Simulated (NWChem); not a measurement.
# AgH (SMILES [AgH]) at 6 levels

We compute a comparison of 6 runs (HF/STO-3G, HF/def2-SVP, HF/3-21G, SVWN5/def2-TZVPP, TPSS/def2-TZVPP, CCSD/def2-TZVPP) of AgH. 

Program for the calculation: NWChem 7.3.0.

1 further run of the same task is left out (it didn't finish).

### 1 The system as given

AgH: 2 atoms, total charge 0, spin state singlet. SMILES: `[AgH]`. Geometry: the measured bond length.

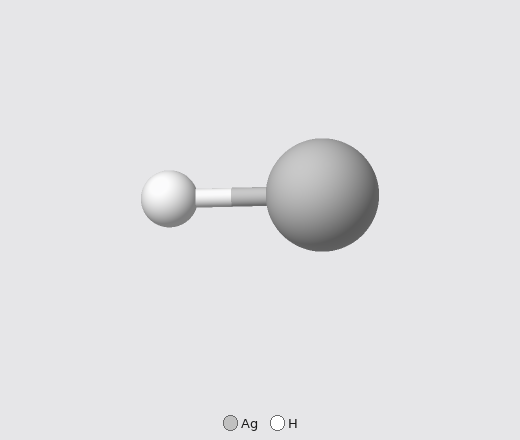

Viewed from a chosen angle; silver light grey, hydrogen white.

### 2 Energy and forces at HF/STO-3G (run 1)

Contents of run.py:

```python
from ase import Atoms
from ase.calculators.nwchem import NWChem

mol = Atoms('AgH', positions=[
    [0.000000, 0.000000, 0.000000],
    [0.000000, 0.000000, 1.618100],
])

calc = NWChem(
    label='agh',
    theory='scf',
    memory='2200 mb',
    basis='STO-3G',
    basispar='spherical bse',
    scf={'nopen': '0', 'rhf': None, 'thresh': '1e-08', 'maxiter': '80', 'print': 'low'},
)
mol.calc = calc

forces = mol.get_forces()
e = mol.get_potential_energy()
print(f"E = {e:.6f} eV")
print("forces (eV/A):")
for s, f in zip(mol.symbols, forces):
    print(f"{s:2s} {f[0]:10.5f} {f[1]:10.5f} {f[2]:10.5f}")
```

On the command line:

```console
export ASE_NWCHEM_COMMAND="nwchem PREFIX.nwi > PREFIX.nwo"
python run.py
```

What it wrote:

```text
E = -140058.473888 eV
forces (eV/A):
Ag    0.00000   -0.00000    2.89203
H    -0.00000    0.00000   -2.89203
```

The calculator wrote agh.nwi:

```
title "agh"

permanent_dir agh

scratch_dir agh

start agh

geometry units angstrom nocenter noautosym noautoz
  Ag 0.0000000000000000e+00 0.0000000000000000e+00 0.0000000000000000e+00
  H  0.0000000000000000e+00 0.0000000000000000e+00 1.6181000000000001e+00
end

memory 2200 mb

basis spherical bse noprint
   * library STO-3G
end

scf
  nopen 0
  rhf
  thresh 1e-08
  maxiter 80
  print low
end

task scf gradient
```

agh.nwo:

```text
Northwest Computational Chemistry Package (NWChem) 7.3.0
             --------------------------------------------------------

           Job information
           ---------------

    nwchem branch   = 7.3.0
    use scalapack   = T
    input           = agh.nwi
    prefix          = agh.
    data base       = agh/agh.db
    status          = startup
    nproc           =        1

           Memory information
           ------------------

[... 5 lines left out ...]
    hardfail = no
[... 78 lines left out ...]
       Final RHF  results
[... 3 lines left out ...]
      One-electron energy =  -7157.862689125275
[... 1 line left out ...]
 Nuclear repulsion energy =     15.370700638394
[... 1 line left out ...]
        Time for solution =      1.4s

                              NWChem Gradients Module
                              -----------------------

                         RHF ENERGY GRADIENTS

    atom               coordinates                        gradient
                 x          y          z           x          y          z
   1 Ag      0.000000   0.000000   0.000000   -0.000000   0.000000  -0.056241
   2 H       0.000000   0.000000   3.057766    0.000000  -0.000000   0.056241

 Task  times  cpu:        1.7s     wall:        1.7s
 Total times  cpu:        1.7s     wall:        1.7s
```

Run time: 2.6 s. Hardware: 1 thread of Intel Xeon Platinum 8488C (Sapphire Rapids), shared host; peak memory 0.098 GiB.

### 3 Energy and forces at HF/def2-SVP (core potential) (run 2)

Contents of struct.nw:

```
start struct
memory 2200 mb

geometry units angstroms noautosym nocenter noautoz
   Ag    0.000000    0.000000    0.000000
   H     0.000000    0.000000    1.618100
end

basis spherical bse
   Ag library def2-SVP
   H library def2-SVP
end

ecp bse
   Ag library def2-SVP
end

scf
   thresh 1e-08
   maxiter 80
   print low
end

task scf gradient
```

On the command line:

```console
nwchem struct.nw > struct.out
```

What it wrote:

```text
[...]
  functions       =    36
[...]
  wavefunction    = RHF
[...]
         Total SCF energy =   -146.624345985929
      One-electron energy =   -274.250551720617
      Two-electron energy =    121.412518242571
 Nuclear repulsion energy =      6.213687492117
        Time for solution =      1.7s
[...]
                         RHF ENERGY GRADIENTS
    atom               coordinates                        gradient
                 x          y          z           x          y          z
   1 Ag      0.000000   0.000000   0.000000   -0.000000   0.000000   0.018031
   2 H       0.000000   0.000000   3.057766    0.000000  -0.000000  -0.018031
 Task  times  cpu:        2.0s     wall:        2.0s
 Total times  cpu:        2.0s     wall:        2.0s
```

It took 2.5 s on 1 thread of Intel Xeon Platinum 8488C (Sapphire Rapids), shared host; peak memory 0.1 GiB.

Runs 3 to 5 aren't shown in full; the table further down has their settings and results.

### 4 The energy at CCSD/def2-TZVPP (core potential) (run 6)

Contents of geom.nw:

```
start geom
title "AgH"
memory 2200 mb

geometry units angstrom noautosym nocenter noautoz
  Ag     0.000000     0.000000     0.000000
  H      0.000000     0.000000     1.618100
end

basis spherical bse
  * library def2-TZVPP
end

ecp bse
  Ag library def2-TZVPP
end

scf
  thresh 1e-08
  maxiter 80
end

ccsd
  maxiter 60
end

task ccsd
```

On the command line:

```console
nwchem geom.nw > geom.out
```

What it wrote:

```text
[...]
  functions       =    70
[...]
  wavefunction    = RHF
[...]
         Total SCF energy =   -146.659502579536
      One-electron energy =   -274.310507416706
      Two-electron energy =    121.437317345053
 Nuclear repulsion energy =      6.213687492117
        Time for solution =      8.1s
[...]
 Total MP2 energy:           -147.352989198619042
[...]
             energy      energy      error      ampl     ampl      Block
                                                time     time      time
[...]
 Total CCSD energy:           -147.324518495915697
[...]
```

Run time: 46 s. Hardware: 1 thread of Intel Xeon Platinum 8488C (Sapphire Rapids), shared host; peak memory 0.17 GiB.

### 5 All runs side by side

| run | level | core potential | iteration cap | energy (Eh) | largest force (eV/Å) | wall time |
| --- | --- | --- | --- | --- | --- | --- |
| 1 | HF/STO-3G | – | 80 | -5147.054022 | 2.892 | 2.6 s |
| 2 | HF/def2-SVP (core potential) | def2-SVP | 80 | -146.624346 | 0.927 | 2.5 s |
| 3 | HF/3-21G | – | 80 | -5174.016292 | 1.707 | 3.6 s |
| 4 | SVWN5/def2-TZVPP (core potential) | def2-TZVPP | 100 | -147.297379 | 0.465 | 8.4 s |
| 5 | TPSS/def2-TZVPP (core potential) | def2-TZVPP | 100 | -147.505881 | 0.062 | 17 s |
| 6 | CCSD/def2-TZVPP (core potential) | def2-TZVPP | 80 | -147.324518 | – | 46 s |

### 6 Results

| quantity | value |
| --- | --- |
| run 6: total energy | -147.32452 Eh |
| run 6: HOMO energy (Hartree–Fock orbitals) | -8.90 eV |
| run 6: LUMO energy (Hartree–Fock orbitals) | 0.31 eV |
| run 6: HOMO–LUMO gap (Hartree–Fock orbitals) | 9.21 eV |
| run 6: correlation energy | -665.0 mEh |

**Reading.** Over runs 3, 4, 5 the dipole moment (its size) runs from 2.12 D (SVWN5/def2-TZVPP) to 5.03 D (HF/3-21G). The two ends differ in method and basis and core potential. Over runs 3, 4, 5 the HOMO–LUMO gap runs from 3.04 eV (SVWN5/def2-TZVPP) to 8.43 eV (HF/3-21G). Totals of different functionals can't be ranked against each other. Some runs of one species differ in core potentials or relativity; totals across that change don't compare. In run 1 the basis is minimal, so the values are rough. In runs 1, 3 relativity is left out where basis or elements ask for it. All runs together took 80 s, the longest 46 s.
